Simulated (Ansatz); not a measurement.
# FH2Sn: the cost of one run

Computed with Ansatz 0.2.0 through its Python package. The levels of theory stand in the script.

## Step 1: The structure

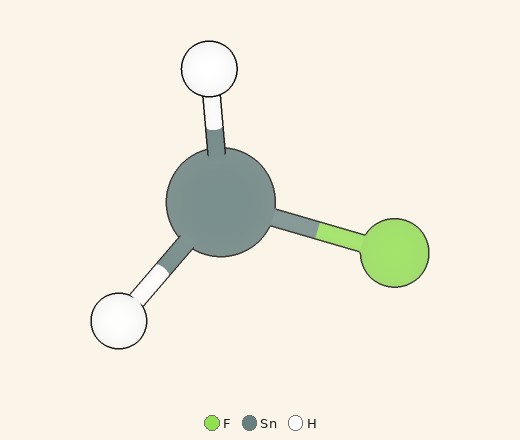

The starting structure, viewed from a chosen angle; fluorine green, tin teal, hydrogen white.

The script holds or builds the structure itself.

## Step 2: Script

The input, run_basis.py:

```python
"""Basis-set convergence for FH2Sn."""

import ansatz

geometry_ang = [
    ("F", (-1.6221, -0.2642, 0.6552)),
    ("Sn", (-0.0382, -0.2246, -0.4053)),
    ("H", (1.2053, -1.01, 0.4885)),
    ("H", (0.5105, 1.4384, -0.7587)),
]
molecule = ansatz.Crystal.molecule()
for symbol, xyz in geometry_ang:
    molecule = molecule.atom(symbol, xyz)

job = (
    molecule.calculation()
    .functional("hf")
    .spin("collinear", total=1)
)

energies = {}
for basis in ["def2-SVP", "def2-SVPD", "def2-TZVP", "def2-TZVPP"]:
    r = job.basis(gaussian=basis).run(threads=1, pin="off").report
    size = r["n_frozen"] + r["n_occupied"][0] + r["n_virtual"][0]
    energies[basis] = (r["reference_energy_ev"] / 27.211386246, r["free_energy_ev"] / 27.211386246)
    print(f"{basis:14s} {size:4d} orbitals  reference {energies[basis][0]:14.6f} Ha  total {energies[basis][1]:14.6f} Ha")

last = energies["def2-TZVPP"][1]
for basis, (_, total) in energies.items():
    print(f"{basis:14s} lies {27.211386 * (total - last):9.4f} eV above def2-TZVPP")
```

## Step 3: The calls as engine input

The package turns the script's settings into the engine's input (first run):

```yaml
crystal:
  periodic: [false, false, false]
  atoms:
    - { symbol: F, position_ang: [-1.6221, -0.2642, 0.6552] }
    - { symbol: Sn, position_ang: [-0.0382, -0.2246, -0.4053] }
    - { symbol: H, position_ang: [1.2053, -1.01, 0.4885] }
    - { symbol: H, position_ang: [0.5105, 1.4384, -0.7587] }
basis:
  gaussian:
    orbitals: def2-SVP
hamiltonian:
  xc: hf
magnetization:
  spin_polarized: true
  initial_magnetization: 1.0
```

## Step 4: Launch

Launch:

```console
$ python run_basis.py
```

**Question.** How long does this script take on 1 thread of Arm Neoverse V1, shared host, and how much memory does it need?

About 4 s, with a peak of 0.25 GiB.
